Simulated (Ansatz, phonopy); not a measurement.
# How CeO2 (Fm-3m) expands on warming, part 2 of 2

How much does CeO2 expand with temperature?

Ansatz 0.2.0; DFT PBEsol, scalar-relativistic, plane waves, PAW.

So far. Step 2 (Probe on a coarse mesh): The start is under -0.98 GPa at this level and looks like an insulator or semiconductor on this mesh. Step 4 (Relaxing to small residual forces and stress): The residual pressure is -0.0013 GPa, small enough for phonons.

## (5) Phonons on strained cells

Thermal expansion follows from how the free energy of the vibrations (and of the electrons in a metal) changes with strain, so the program makes strained cells, their phonons and a fit in one run.

Input file input.yaml:

```yaml
crystal:
  lattice:
    - [0.0, 2.6990173389, 2.6990173389]
    - [2.6990173389, 0.0, 2.6990173389]
    - [2.6990173389, 2.6990173389, 0.0]
  atoms:
    - { symbol: Ce, position: [0.0, 0.0, 0.0] }
    - { symbol: O, position: [0.25, 0.25, 0.25] }
    - { symbol: O, position: [0.75, 0.75, 0.75] }
kpoints:
  mp_grid: { grid: [12, 12, 12] }
hamiltonian:
  xc: pbesol
scf:
  occupations: { method: fixed }
output:
  eigenvalues: true
phonons:
  method: fd
  qmesh: [2, 2, 2]
  temperatures: { t_max: 1200.0, t_step: 50 }
  thermal_expansion: {}
```

On the command line:

```console
ansatz run input.yaml --threads 4 --pin off --max-ram 16384MiB --backend cpu --events-out ev --progress --plain --runs-dir out
```

Numbers of over 12 decimals in the logs are rounded to 6 here.

The log of the run:

```text
Warning: phonons: the dynamical matrix that this run interpolates holds no multipole term above the dipole-dipole one, and a site of this crystal is no centre of inversion, so its interpolated transverse optical and acoustic branches and sound speeds can stay off near Gamma, and the density of states and the thermodynamics with them. What a run solves at a wave vector of phonons.qpoints, Gamma apart, where the deck admits one, is free of this, and under fd what a larger phonons.supercell samples
[...]
Crystal: 3 atoms, lattice volume = 39.323 Å³
Basis set: ecut = 487.2 eV, 941 PW (Γ), exchange–correlation on 60×60×60 points (8 copies of the dense FFT grid, shifted against one another)
Bands: 16, of which v1, the nominal top of the filled ones, is band 12 counted from 1 (11 counted from 0)
Symmetry: 48 space group operations
[...]
k-points: 72 of 1728
[...]
SCF iter   1: F=—  HF=-7611.958083 eV  |F-HF|=—  |Δ(HF+E_count)|=         —  Δρ=2.05e-2  dr2=1.55e-1  ethr=1.77e-3  ⟨swp⟩=3.3  Hψ=5163  notcnv=0  defer=4
[...]
SCF iter  12: F=-7611.936777 eV  HF=-7611.936777 eV  |F-HF|=2.73e-12  |Δ(HF+E_count)|=  1.55e-11  Δρ=9.34e-8  dr2=1.78e-12  ethr=1.00e-12  ⟨swp⟩=7.0  Hψ=6231  notcnv=0
SCF 1 converged in 12 iterations: F = -7611.936777 eV  dr2 = 1.78e-12
[...]
relax step   1: F+E_penalty+E_count = -7611.93677682 eV  Δ(F+E_penalty+E_count) = +0.000e0 eV  max|allowed force component| = 1.234e-17 eV/Å  Δτ_max = 0.0000 Å  (12 SCF iters, accepted)
SCF converged after 12 iterations
Free energy (F): -7611.936777 eV
[...]
Internal energy: -7611.936777 eV  (E = F + TS)
E sigma→0 (E₀):  -7611.936777 eV
Fermi energy:    11.181979 eV
[...]
--- Stress (GPa, compression-positive) ---
       -0.020206       0.000000       0.000000
       -0.000000      -0.020206      -0.000000
        0.000000      -0.000000      -0.020206
  P = ⅓ Tr σ = -0.0202 GPa (-0.202 kbar)
--- Band table (eV; the first three rows and the last of 72) ---
  k-point 0: bands = [... 8 lower, 7.1984, 10.5391, 10.5391, 10.5391, 13.5090, 13.5090, 13.5090, 13.7875]
  k-point 1: bands = [... 8 lower, 7.3859, 10.4690, 10.5109, 10.5109, 13.5019, 13.5019, 13.5096, 13.7963]
  k-point 2: bands = [... 8 lower, 7.8911, 10.3034, 10.4420, 10.4420, 13.4789, 13.4789, 13.5114, 13.8176]
  k-point 71: bands = [... 8 lower, 10.0933, 10.0933, 10.4206, 10.4736, 13.2513, 13.3805, 13.3805, 13.6263]
── thermal expansion: 3 new cells, 3 in all ──
thermal expansion: relaxation of cell 2
thermal expansion: relaxation of cell 3
── thermal expansion: 2 new cells, 5 in all ──
thermal expansion: relaxation of cell 4
thermal expansion: lower-state search of cell 4
thermal expansion: phonons of cell 4
thermal expansion: relaxation of cell 5
thermal expansion: phonons of cell 5
── thermal expansion: 6 new cells, 11 in all ──
thermal expansion: relaxation of cell 6
thermal expansion: relaxation of cell 7
thermal expansion: relaxation of cell 8
thermal expansion: relaxation of cell 9
thermal expansion: relaxation of cell 10
thermal expansion: relaxation of cell 11
thermal expansion: phonons of cell 6
thermal expansion: phonons of cell 7
thermal expansion: phonons of cell 8
WARN: thermal expansion: narrow_supercell: the supercell is narrow for a crystal that has a band gap and may be polar, so the expansion can be far off: type phonons.supercell or phonons.qmesh [3, 3, 3] or more in a new run
--- Relaxed structure (1 steps of the walk, 1 accepted, 0 SCFs on fresh bases) ---
  F+E_penalty+E_count = -7611.93677682 eV   max|allowed force component| = 1.234e-17 eV/Å
  atoms:
    - { symbol: Ce, position: [0.0, 0.0, 0.0] }
    - { symbol: O, position: [0.25, 0.25, 0.25] }
    - { symbol: O, position: [0.750000, 0.750000, 0.750000] }
--- Thermal expansion: 11 cells in 3 rounds, 0 GPa ---
  no lower state was reached at cell 4
  without vibrations: a 3.81685, b 3.81685, c 3.81685 Å, V 39.3188 Å³, B 192.20 GPa
  at 0 K: a 3.82559, b 3.82559, c 3.82559 Å, V 39.5896 Å³, B 187.46 GPa
  zero-point expansion: a +0.229, b +0.229, c +0.229, V +0.689 %
      T/K        a/Å        b/Å        c/Å       V/Å³ | expansion of a, b, c, V (1e-6/K)   | that of V in the mean from 25 °C | C_P, C_V (J/mol K of the cell) | B_T, B_S (GPa)
     0.00    3.82559    3.82559    3.82559    39.5896 |    0.00    0.00    0.00    0.00 |   19.42 |     0.000     0.000 |   187.46   187.46
   150.00    3.82752    3.82752    3.82752    39.6494 |    7.54    7.54    7.54   22.61 |   28.95 |    41.737    41.399 |   184.34   185.84
   298.15    3.83301    3.83301    3.83301    39.8202 |   11.17   11.17   11.17   33.51 |       - |    63.676    62.252 |   177.41   181.47
   400.00    3.83762    3.83762    3.83762    39.9643 |   12.41   12.41   12.41   37.23 |   35.54 |    69.658    67.364 |   171.93   177.78
   550.00    3.84520    3.84520    3.84520    40.2014 |   13.85   13.85   13.85   41.56 |   38.01 |    74.516    70.767 |   162.95   171.58
   700.00    3.85362    3.85362    3.85362    40.4661 |   15.34   15.34   15.34   46.02 |   40.36 |    77.847    72.325 |   152.84   164.50
   850.00    3.86300    3.86300    3.86300    40.7623 |   17.15   17.15   17.15   51.45 |   42.87 |    80.965    73.155 |   141.41   156.50
  1000.00    3.87361    3.87361    3.87361    41.0992 |   19.57   19.57   19.57   58.70 |   45.76 |    84.597    73.647 |   128.39   147.47
  1150.00    3.88595    3.88595    3.88595    41.4933 |   23.09   23.09   23.09   69.28 |   49.32 |    89.590    73.962 |   113.31   137.25
  1200.00    3.89059    3.89059    3.89059    41.6420 |   24.68   24.68   24.68   74.03 |   50.73 |    91.803    74.042 |   107.70   133.54
  the static fit leaves 0.001 meV an atom of the energies and, of the stresses, 0.000 GPa of each cell's largest along a strain (root mean squares over the cells), whose Pulay part it has at -0.020 GPa
  vibrations' free energy: its fit leaves 0.0053 meV an atom at the most
  the electrons' free energy at temperature is not in it: every band gap is over 1.24 eV
  free energies summed between the sampled wave vectors
  estimated error of the fitted expansion in any direction: up to 1.748e-6/K, at 1200 K (an estimate, not a bound: it was exceeded on models of known expansion)
  by sums over the sampled wave vectors an expansion of the volume parts by up to 23.66e-6/K
  by a static energy of one degree less an expansion of the volume parts by up to 0.10e-6/K
  band gaps on the cells' k-points are 1.743 to 2.080 eV
  narrow_supercell: the supercell is narrow for a crystal that has a band gap and may be polar, so the expansion can be far off: type phonons.supercell or phonons.qmesh [3, 3, 3] or more in a new run
```

It took 12 min on 4 threads of Arm Neoverse V2, shared host; peak memory 1.1 GiB.

Numbers from this step:

```yaml
pressure: -0.02021 GPa
volume_expansion_coefficient_at_298_k: 33.51 1e-6/K
c_p_at_298_k: 21.23 J/mol-atom/K
entropy_at_298_k: 21.75 J/mol-atom/K
isothermal_bulk_modulus_at_298_k: 177.4 GPa
grueneisen_parameter_at_298_k: 2.290
volume_at_298_k: 13.27 Å³/atom
principal_linear_expansion_coefficients_at_298_k: 11.17, 11.17, 11.17 1e-6/K
```

Strained cells of the study; zero-point energy where phonons were solved; the pressures are stresses at a fixed cutoff and can carry an offset from the finite basis. Expansion cells, by row:

```tsv
cell	|a| (Å)	|b| (Å)	|c| (Å)	V (Å³/atom)	E - E_lowest (meV/atom)	pressure, compression positive (GPa)	gap (eV)	zero-point energy (meV/atom)
1	3.817	3.817	3.817	13.11	0	-0.04	1.994	-
2	3.848	3.848	3.848	13.42	4.445	-4.394	1.925	-
3	3.787	3.787	3.787	12.8	4.539	4.801	2.063	-
4	3.817	3.817	3.817	13.11	0	-0.064	1.994	55.81
5	3.836	3.836	3.836	13.31	1.793	-2.843	1.95	54.2
6	3.858	3.858	3.858	13.53	7.918	-5.773	1.902	52.38
7	3.879	3.879	3.879	13.75	17.5	-8.327	1.856	50.65
8	3.899	3.899	3.899	13.97	30.64	-10.69	1.81	48.9
9	3.779	3.779	3.779	12.72	7.101	6.074	2.08	-
10	3.798	3.798	3.798	12.91	1.727	2.905	2.037	-
11	3.93	3.93	3.93	14.31	56.64	-13.91	1.743	-
```

Quasi-harmonic; a, b, c are the run's own cell vectors. Expansion, by row:

```tsv
T (K)	a (Å)	b (Å)	c (Å)	alpha (deg)	beta (deg)	gamma (deg)	cell volume (Å³/cell)	alpha_a (1e-6/K)	alpha_b (1e-6/K)	alpha_c (1e-6/K)	alpha_V (1e-6/K)	C_P (J/mol-atom/K)	C_V (J/mol-atom/K)	S (J/mol-atom/K)	B_T (GPa)	B_S (GPa)	Grueneisen	extrapolation	fit error (1e-6/K)
0	3.826	3.826	3.826	60	60	60	39.59	0	0	0	0	0	0	0	187.5	187.5	-	0	0
50	3.826	3.826	3.826	60	60	60	39.59	1.54	1.54	1.54	4.61	2.813	2.812	1.039	187.3	187.4	2.441	0	0.01
100	3.826	3.826	3.826	60	60	60	39.61	4.99	4.99	4.99	14.96	8.913	8.88	4.877	186.2	186.9	2.494	0	0.01
150	3.828	3.828	3.828	60	60	60	39.65	7.54	7.54	7.54	22.61	13.91	13.8	9.489	184.3	185.8	2.404	0	0.02
200	3.829	3.829	3.829	60	60	60	39.7	9.22	9.22	9.22	27.66	17.38	17.16	14	182.2	184.5	2.34	0	0.04
250	3.831	3.831	3.831	60	60	60	39.76	10.36	10.36	10.36	31.09	19.7	19.35	18.14	179.8	183.1	2.306	0	0.06
298.1	3.833	3.833	3.833	60	60	60	39.82	11.17	11.17	11.17	33.51	21.23	20.75	21.75	177.4	181.5	2.29	0	0.07
300	3.833	3.833	3.833	60	60	60	39.82	11.2	11.2	11.2	33.59	21.27	20.79	21.88	177.3	181.4	2.29	0	0.07
350	3.835	3.835	3.835	60	60	60	39.89	11.85	11.85	11.85	35.56	22.39	21.77	25.25	174.7	179.7	2.285	0	0.07
400	3.838	3.838	3.838	60	60	60	39.96	12.41	12.41	12.41	37.23	23.22	22.45	28.3	171.9	177.8	2.287	0	0.06
450	3.84	3.84	3.84	60	60	60	40.04	12.91	12.91	12.91	38.73	23.86	22.95	31.07	169.1	175.8	2.294	0	0.05
500	3.843	3.843	3.843	60	60	60	40.12	13.39	13.39	13.39	40.16	24.39	23.31	33.61	166.1	173.8	2.304	0	0.04
550	3.845	3.845	3.845	60	60	60	40.2	13.85	13.85	13.85	41.56	24.84	23.59	35.96	162.9	171.6	2.317	0	0.03
600	3.848	3.848	3.848	60	60	60	40.29	14.33	14.33	14.33	42.99	25.24	23.8	38.14	159.7	169.3	2.333	0	0.05
650	3.851	3.851	3.851	60	60	60	40.37	14.82	14.82	14.82	44.47	25.6	23.97	40.17	156.3	167	2.35	0	0.08
700	3.854	3.854	3.854	60	60	60	40.47	15.34	15.34	15.34	46.02	25.95	24.11	42.08	152.8	164.5	2.37	0	0.12
750	3.857	3.857	3.857	60	60	60	40.56	15.9	15.9	15.9	47.69	26.29	24.22	43.88	149.2	161.9	2.392	0	0.17
800	3.86	3.86	3.86	60	60	60	40.66	16.49	16.49	16.49	49.48	26.63	24.31	45.59	145.4	159.3	2.415	0	0.21
850	3.863	3.863	3.863	60	60	60	40.76	17.15	17.15	17.15	51.45	26.99	24.39	47.22	141.4	156.5	2.441	0	0.25
900	3.866	3.866	3.866	60	60	60	40.87	17.87	17.87	17.87	53.61	27.36	24.45	48.77	137.3	153.6	2.469	0	0.28
950	3.87	3.87	3.87	60	60	60	40.98	18.67	18.67	18.67	56.01	27.76	24.5	50.26	132.9	150.6	2.5	0	0.27
1000	3.874	3.874	3.874	60	60	60	41.1	19.57	19.57	19.57	58.7	28.2	24.55	51.7	128.4	147.5	2.533	0	0.22
1050	3.877	3.877	3.877	60	60	60	41.22	20.58	20.58	20.58	61.75	28.68	24.59	53.08	123.6	144.2	2.569	0	0.11
1100	3.882	3.882	3.882	60	60	60	41.35	21.75	21.75	21.75	65.24	29.23	24.62	54.43	118.6	140.8	2.609	0	0.25
1150	3.886	3.886	3.886	60	60	60	41.49	23.09	23.09	23.09	69.28	29.86	24.65	55.74	113.3	137.2	2.652	0	0.78
1200	3.891	3.891	3.891	60	60	60	41.64	24.68	24.68	24.68	74.03	30.6	24.68	57.03	107.7	133.5	2.7	0	1.75
```

Table of expansion coefficient by temperature; values in 1e-6/K:

```tsv
temperature (K)	volume	principal 1
0	0	0
50	4.61	1.54
150	22.6	7.54
200	27.7	9.22
298	33.5	11.2
300	33.6	11.2
400	37.2	12.4
450	38.7	12.9
550	41.6	13.8
600	43.0	14.3
700	46.0	15.3
750	47.7	15.9
850	51.5	17.1
900	53.6	17.9
1000	58.7	19.6
1050	61.8	20.6
1150	69.3	23.1
1200	74.0	24.7
```

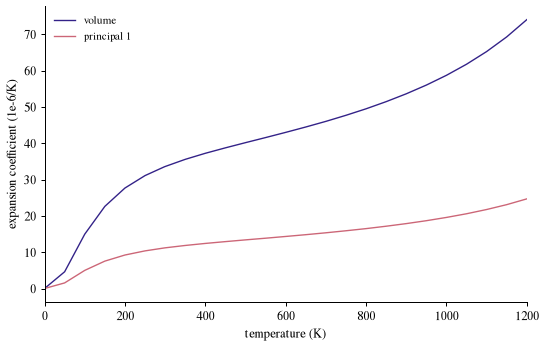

Expansion coefficient against temperature.

At 298 K the volume expansion is 33.5 × 10⁻⁶/K and B_T is 177 GPa. The log warns that this q-mesh is too narrow, so the figure can be far off. The program raised the cutoff to 487.2 eV by itself: with no cutoff typed, the study takes about 1.16 times the default for its relaxations and scales it with the volume for the phonons.

## (6) Free-energy fit

This step: DFT PBEsol, scalar-relativistic, plane waves, PAW (phonopy 4.10.0).

Numbers from this step:

| Quantity | Value |
| --- | --- |
| volume expansion coefficient at 300 K | 33.49 1e-6/K |
| isothermal bulk modulus at 300 K | 177.4 GPa |
| C_P at 300 K | 21.30 J/mol-atom/K |
| Grüneisen parameter at 300 K | 2.283 |

Table of energy (each curve on its own zero) by volume; values in meV/atom:

```tsv
volume (Å³/atom)	static	F at 0 K	F at 300 K	F at 1200 K
13.109	0	3.42	6.52	23.1
13.307	1.79	3.61	5.4	14.7
13.535	7.92	7.91	8.07	8.59
13.752	17.5	15.8	14.2	5.83
13.974	30.6	27.1	23.6	5.62
```

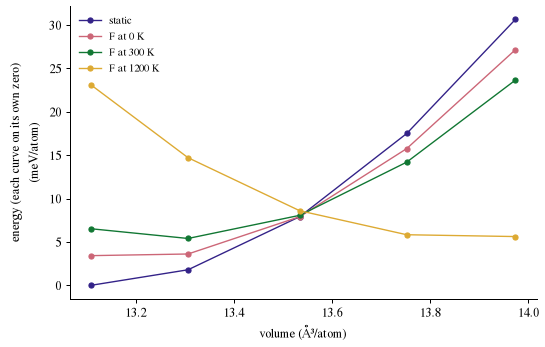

Energy (each curve on its own zero) against volume.

Phonopy-qha, vinet fit of F(V) at each temperature. Qha vinet, by row:

```tsv
T (K)	fitted volume (Å³/atom)	alpha_V (1e-6/K)	B_T (GPa)	C_P (J/mol-atom/K)	Grueneisen
100	13.2	14.47	186.2	8.687	2.413
150	13.22	22.18	184.4	13.8	2.358
200	13.23	27.39	182.2	17.35	2.318
250	13.25	30.93	179.9	19.7	2.294
300	13.27	33.49	177.4	21.3	2.283
350	13.3	35.49	174.7	22.42	2.281
400	13.32	37.19	171.9	23.25	2.284
450	13.35	38.71	169.1	23.89	2.292
500	13.37	40.15	166.1	24.42	2.303
550	13.4	41.57	162.9	24.86	2.317
600	13.43	43.01	159.7	25.26	2.333
650	13.46	44.5	156.2	25.62	2.351
700	13.49	46.07	152.7	25.97	2.371
750	13.52	47.76	149	26.31	2.393
800	13.55	49.57	145.2	26.65	2.417
850	13.59	51.55	141.2	27.01	2.443
900	13.62	53.72	137.1	27.38	2.472
950	13.66	56.13	132.8	27.78	2.503
1000	13.7	58.8	128.4	28.22	2.537
1050	13.74	61.8	123.7	28.7	2.573
1100	13.78	65.19	118.9	29.24	2.613
1150	13.83	69.05	113.9	29.85	2.657
```

Volume expansion coefficient against temperature; values in 1e-6/K:

```tsv
temperature (K)	phonopy-qha, Vinet	Ansatz's own study
100	14.5	15.0
150	22.2	22.6
200	27.4	27.7
250	30.9	31.1
300	33.5	33.6
350	35.5	35.6
400	37.2	37.2
450	38.7	38.7
500	40.1	40.2
550	41.6	41.6
600	43.0	43.0
650	44.5	44.5
700	46.1	46.0
750	47.8	47.7
800	49.6	49.5
850	51.5	51.5
900	53.7	53.6
950	56.1	56.0
1000	58.8	58.7
1050	61.8	61.8
1100	65.2	65.2
1150	69.0	69.3
```

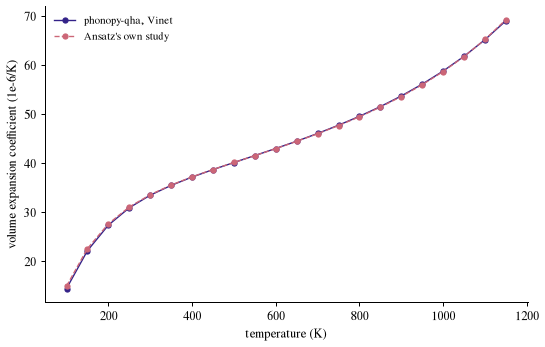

Volume expansion coefficient, plotted against temperature.

The fit gives a volume expansion of 33.5 × 10⁻⁶/K at 300 K, against 33.5 at 298 K from the study itself, whose static fit uses more cells.

## (7) Outcome

```yaml
settings_of_these_figures: PBEsol, 487.2 eV, k 12×12×12, q 2×2×2
volume_expansion_coefficient_at_298_k: 33.51 1e-6/K
c_p_at_298_k: 21.23 J/mol-atom/K
entropy_at_298_k: 21.75 J/mol-atom/K
isothermal_bulk_modulus_at_298_k: 177.4 GPa
grueneisen_parameter_at_298_k: 2.290
volume_at_298_k: 13.27 Å³/atom
principal_linear_expansion_coefficients_at_298_k: 11.17, 11.17, 11.17 1e-6/K
```

Near room temperature CeO2 expands by 33.5 × 10⁻⁶/K in volume by PBEsol, with C_P = 21.2 J/(mol K) per mole of atoms and B_T = 177 GPa. The q-mesh is coarse, and the expansion can converge slowly with it. Between 298.15 and 1200 K the bulk modulus falls by 39 % and the Grüneisen parameter grows; in this range the quasi-harmonic approximation, which lacks anharmonicity at fixed volume, tends to overshoot. C_P at room temperature is 85 % of the classical 3R an atom, so the stiffest modes are still partly frozen out. The program warned that the q-mesh is narrow for a crystal with a gap, so the expansion can be far off. The interpolation has no quadrupole term, so branches near the zone centre are less sure, since this crystal has sites that are not centres of inversion. The PAW files were made for PBE and are used here under another functional, for which the program regenerates the frozen cores.

[Logs are printed without paths, hosts, clocks, repeated set-up lines and the standing remarks that a program may print on its own settings, such as how far it seeks lower states.]

[Hosts, paths, dates, database ids (printed as entryN), source tags and the programs' standing remarks are cut or masked in the printed files.]

[A step with changed settings may run another functional than the one named; its input shows which.]
